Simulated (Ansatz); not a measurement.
**H3ISi···H (doublet): density, localisation and related maps**

```yaml
atoms:
  - { symbol: I, position_ang: [-0.6063, -0.5490, -0.9653] }
  - { symbol: Si, position_ang: [0.4195, 0.4060, 1.0310] }
  - { symbol: H, position_ang: [-1.6637, -1.6262, -4.3105] }
  - { symbol: H, position_ang: [1.2252, -0.6456, 1.6931] }
  - { symbol: H, position_ang: [-0.6572, 0.8777, 1.9320] }
  - { symbol: H, position_ang: [1.2826, 1.5371, 0.6196] }
```

The reactant side of a reaction path; geometry: PBE0-D4/def2-TZVP; core potentials replace the inner electrons of I.

All numbers below come from UKS PBE0-D4/def2-TZVPP in Ansatz.

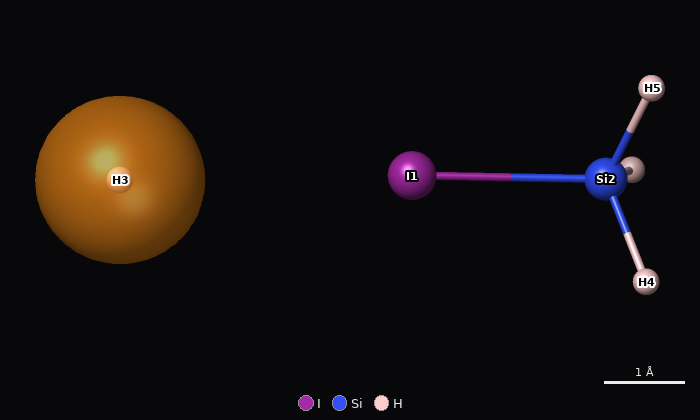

Figure 1. Isosurface of the spin density at +0.04 e/Å³ (orange), seen from one side.

> Describe the spin distribution.

The unpaired spin (1 electron) lies mostly on H3 (about 1.0), in electrons by Hirshfeld's partition.

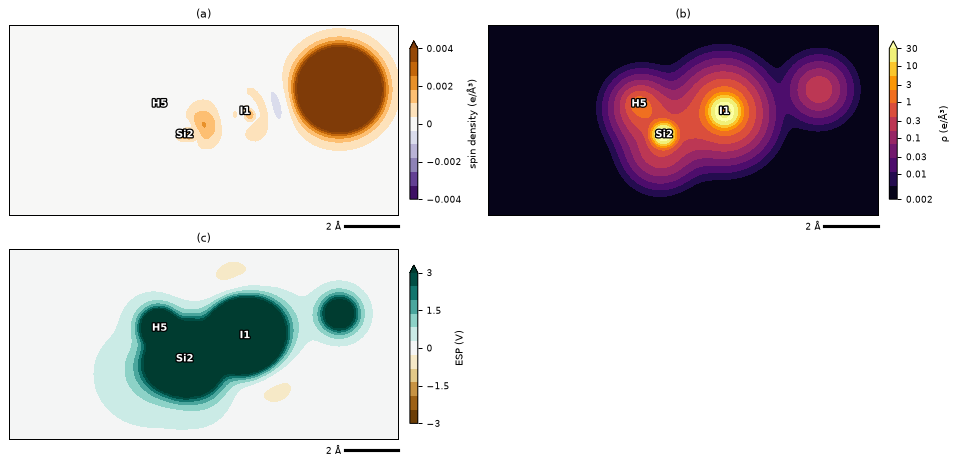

Figure 2. (a) spin density (α minus β); (b) electron density; (c) electrostatic potential on the plane of atoms I1, Si2 and H5.

> Interpret the plot.

Atoms in the plane: I, Si and H.
Si–I (2.44 Å): ρ is about 0.65 e/Å³ halfway, with its minimum of 0.55 e/Å³ about 0.8 Å from Si.
Si–H (1.48 Å): the density is about 0.82 e/Å³ at the midpoint.

Outside the dense part of the complex the potential is most negative (−0.3 V) near I1.

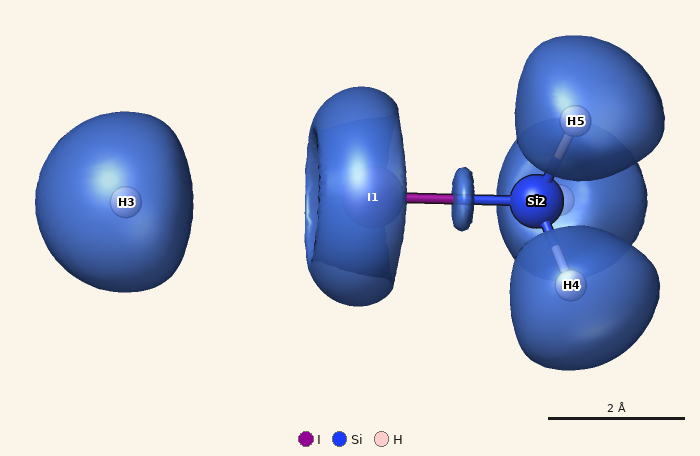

Figure 3. Isosurface of the electron localisation function at 0.8 (blue), seen from one side. Core shells and regions of very low density are left out.

> Describe the localisation domains.

The surface consists of one region between bonded I–Si atoms (shared pairs), four regions around hydrogen nuclei and one ring or bowl of non-bonding electrons around I. Profiles from the grid: Si–I (2.44 Å): the ELF peaks at about 0.85 between the atoms; a shared electron pair. Si–H (1.48 Å): the ELF climbs to about 1 towards the hydrogen, as it does in any bond to H.
